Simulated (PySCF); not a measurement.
**PH3 (phosphine) at MP2/6-31G**

What is the vertical ionisation energy of PH3 (phosphine) at MP2/6-31G? 

The results are computed with PySCF 2.14.0.

5 further runs of the same task are left out: 5 set aside as unsound or not needed.

## 1. The molecule

PH3 has 4 atoms, charge 0, and is taken as a singlet. As SMILES, `P`. The coordinates come from a PBE0-D4/def2-TZVP relaxation.

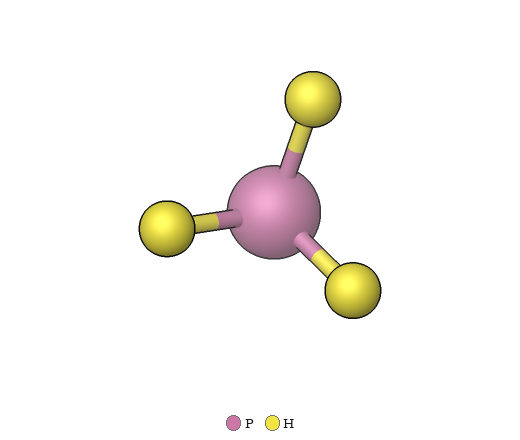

Viewed from a chosen angle; phosphorus pink, hydrogen yellow.

## 2. A single-point energy at MP2/6-31G

Contents of run.py:

```python
from pyscf import gto, mp

mol = gto.M(
    atom=[
    ('P', (0.346000, -0.326500, -0.332800)),
    ('H', (0.630900, -0.034000, 1.027000)),
    ('H', (-1.005500, -0.663000, -0.057200)),
    ('H', (0.028700, 1.023500, -0.636900)),
],
    basis='6-31g',
    max_memory=1860,
    charge=0,
    verbose=4,
)

hf = mol.RHF()
hf.conv_tol = 1e-10
hf.kernel()
if not hf.converged:
    hf = hf.newton().run(hf.mo_coeff, hf.mo_occ)

pt = mp.MP2(hf, frozen=5).run()
energy = pt.e_tot
print('E = %.10f Eh' % energy)
```

Command:

```console
OMP_NUM_THREADS=1 python run.py
```

Output:

```text
PySCF version 2.14.0

[INPUT] num. atoms = 4
[INPUT] num. electrons = 18
[INPUT] charge = 0
[INPUT] spin (= nelec alpha-beta = 2S) = 0
[INPUT] symmetry False subgroup None
[INPUT] Mole.unit = angstrom
[INPUT] Symbol           X                Y                Z      unit          X                Y                Z       unit  Magmom
[INPUT]  1 P      0.346000000000  -0.326500000000  -0.332800000000 AA    0.653845239100  -0.616995579670  -0.628900854255 Bohr   0.0
[INPUT]  2 H      0.630900000000  -0.034000000000   1.027000000000 AA    1.192228211988  -0.064250688235   1.940748729928 Bohr   0.0
[INPUT]  3 H     -1.005500000000  -0.663000000000  -0.057200000000 AA   -1.900119618250  -1.252888420587  -0.108092334325 Bohr   0.0
[INPUT]  4 H      0.028700000000   1.023500000000  -0.636900000000 AA    0.054235139775   1.934134688492  -1.203566568735 Bohr   0.0

nuclear repulsion = 17.5426218499292
number of shells = 13
number of NR pGTOs = 58
number of NR cGTOs = 19
basis = 6-31g
ecp = {}

******** <class 'pyscf.scf.hf.RHF'> ********
method = RHF
initial guess = minao
damping factor = 0
level_shift factor = 0
DIIS = <class 'pyscf.scf.diis.CDIIS'>
diis_start_cycle = 1
diis_space = 8
diis_damp = 0
SCF conv_tol = 1e-10
SCF conv_tol_grad = None
SCF max_cycles = 50
direct_scf = True
direct_scf_tol = 1e-13
Set gradient conv threshold to 1e-05
Initial guess from minao.
init E= -342.16273027258
  HOMO = -0.29991142560468  LUMO = 0.120633827413645  gap/eV = 11.44362
cycle= 1 E= -342.384696273037  delta_E= -0.222  |g|= 0.13  |ddm|= 1.47
  HOMO = -0.381772429579516  LUMO = 0.162620152786362  gap/eV = 14.81368
cycle= 2 E= -342.39514640035  delta_E= -0.0105  |g|= 0.0261  |ddm|= 0.277
  HOMO = -0.387622574906921  LUMO = 0.166950816411498  gap/eV = 15.09071
cycle= 3 E= -342.395683716451  delta_E= -0.000537  |g|= 0.00571  |ddm|= 0.096
  HOMO = -0.386116280620743  LUMO = 0.168208936261247  gap/eV = 15.08396
cycle= 4 E= -342.395712601282  delta_E= -2.89e-05  |g|= 0.00139  |ddm|= 0.0246
  HOMO = -0.386927127814814  LUMO = 0.167859605812867  gap/eV = 15.09652
cycle= 5 E= -342.395714201273  delta_E= -1.6e-06  |g|= 0.000313  |ddm|= 0.00487
  HOMO = -0.386919419677442  LUMO = 0.167888511445785  gap/eV = 15.09709
cycle= 6 E= -342.395714303126  delta_E= -1.02e-07  |g|= 3.32e-05  |ddm|= 0.0013
  HOMO = -0.386913962797699  LUMO = 0.167889981719959  gap/eV = 15.09698
cycle= 7 E= -342.395714304103  delta_E= -9.77e-10  |g|= 3.75e-06  |ddm|= 0.000185
  HOMO = -0.386913971640455  LUMO = 0.167889745769932  gap/eV = 15.09698
cycle= 8 E= -342.395714304116  delta_E= -1.28e-11  |g|= 4.74e-07  |ddm|= 2.16e-05
  HOMO = -0.386913891654972  LUMO = 0.167889722408845  gap/eV = 15.09698
Extra cycle  E= -342.395714304115  delta_E= 1.71e-13  |g|= 1.64e-07  |ddm|= 1.43e-06
converged SCF energy = -342.395714304115

******** <class 'pyscf.mp.mp2.RMP2'> ********
nocc = 4, nmo = 14
frozen orbitals 5
E(RMP2) = -342.459418523389  E_corr = -0.0637042192739235
E(SCS-RMP2) = -342.466856093205  E_corr = -0.0711417890893466
E_corr(same-spin) = -0.0061191623531095
E_corr(oppo-spin) = -0.057585056920814
E = -342.4594185234 Eh
```

Run time: 0.99 s. Hardware: 1 thread of Arm Neoverse N1, shared host; peak memory 0.12 GiB.

## 3. The doublet cation at the same level

Contents of run.py:

```python
from pyscf import gto, scf, mp

system = gto.M(
    atom='''
P        0.346000      -0.326500      -0.332800
H        0.630900      -0.034000       1.027000
H       -1.005500      -0.663000      -0.057200
H        0.028700       1.023500      -0.636900
''',
    basis='6-31g',
    spin=1,
    max_memory=1860,
    verbose=3,
    charge=1,
)

mf = scf.UHF(system)
mf.conv_tol = 1e-10
mf.kernel()
if not mf.converged:
    mf = mf.newton().run(mf.mo_coeff, mf.mo_occ)

pt = mp.MP2(mf, frozen=5).run()
etot = pt.e_tot
print('Final energy', etot)
```

Command:

```console
OMP_NUM_THREADS=1 python run.py
```

Output:

```text
converged SCF energy = -342.045728447206  <S^2> = 0.75552192  2S+1 = 2.0055143
E(UMP2) = -342.099852420711  E_corr = -0.0541239735056212
E(SCS-UMP2) = -342.10687484083  E_corr = -0.0611463936239374
Final energy -342.0998524207114
```

Run time: 1.1 s. Hardware: 1 thread of Arm Neoverse N1, shared host; peak memory 0.12 GiB.

## 4. Outcome

At MP2/6-31G, 5 core orbitals frozen:

| quantity | value |
| --- | --- |
| singlet PH3: total energy | -342.45942 Eh |
| singlet PH3: dipole moment (Hartree–Fock density) | 1.22 D |
| singlet PH3: HOMO energy (Hartree–Fock orbitals) | -10.53 eV |
| singlet PH3: LUMO energy (Hartree–Fock orbitals) | 4.57 eV |
| singlet PH3: HOMO–LUMO gap (Hartree–Fock orbitals) | 15.10 eV |
| singlet PH3: correlation energy (5 core orbitals frozen) | -63.7 mEh |
| doublet cation: total energy | -342.09985 Eh |
| doublet cation: HOMO energy (Hartree–Fock orbitals) (highest over α and β) | -21.13 eV |
| doublet cation: LUMO energy (Hartree–Fock orbitals) (lowest over α and β) | -8.61 eV |
| doublet cation: correlation energy (5 core orbitals frozen) | -54.1 mEh |
| doublet cation: ⟨S²⟩ of the reference determinant | 0.756 |
| vertical ionisation energy (to the doublet cation) | 9.784 eV |

Removing an electron at fixed nuclei costs 9.78 eV (944 kJ/mol).
